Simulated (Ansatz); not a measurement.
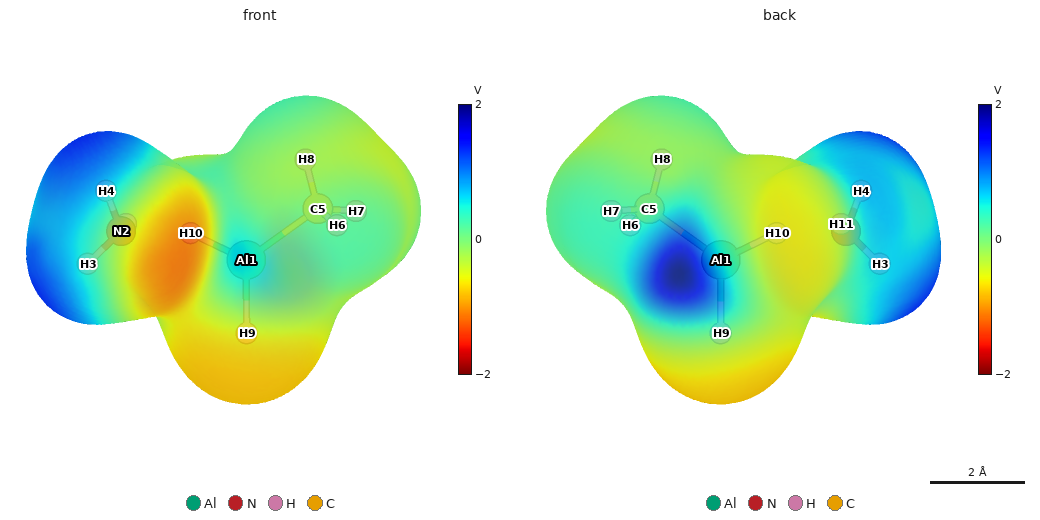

Figure. CH5Al···NH3. The molecular electrostatic potential painted on the density surface at 0.001 e/bohr³, seen from the front and from behind; red is negative and blue positive.

Not at a stationary point (largest force 1.0 eV/Å).

The calculation used Ansatz 0.2.0, RKS B3LYP/6-31G*.

Input

```
crystal:
  periodic: [false, false, false]
  atoms:
    - { symbol: Al, position_ang: [0.0, 0.0, 0.0] }
    - { symbol: "N", position_ang: [0.0, 0.0, 2.27] }
    - { symbol: H, position_ang: [-0.877, -0.2713, 2.8] }
    - { symbol: H, position_ang: [0.877, 0.2713, 2.8] }
    - { symbol: C, position_ang: [1.706, 0.0, -0.985] }
    - { symbol: H, position_ang: [2.0356, -1.0462, -1.1552] }
    - { symbol: H, position_ang: [1.5695, 0.508, -1.9624] }
    - { symbol: H, position_ang: [2.4756, 0.5381, -0.3932] }
    - { symbol: H, position_ang: [-1.351, 0.0, -0.78] }
    - { symbol: H, position_ang: [-0.2326, 1.7497, 0.5865] }
    - { symbol: H, position_ang: [-0.1826, 1.3735, 1.5699] }
basis:
  gaussian: { orbitals: "6-31G*" }
hamiltonian:
  xc: b3lyp
relax:
  f_tol: 0.15
  max_steps: 25
  restrain:
    - { distance: [0, 9], at: 1.56, k: 30.0 }
    - { distance: [10, 1], at: 1.06, k: 30.0 }
    - { distance: [0, 1], at: 3.12, k: 30.0 }
    - { distance: [10, 9], at: 1.86, k: 30.0 }
output:
  orbitals: {}
```

Run with:

```sh
ansatz run input.yaml --threads 1 --pin off --max-ram 2048MiB --backend cpu --events-out ev --progress --plain --runs-dir out
```

The fields are those of the run's last geometry, not of the input's.

Describe the electrostatic potential map.

Answer. The most negative region (about −1.2 V) lies over N2, the most positive (about +1.7 V) over Al1. N2 is the likeliest acceptor of a hydrogen bond.
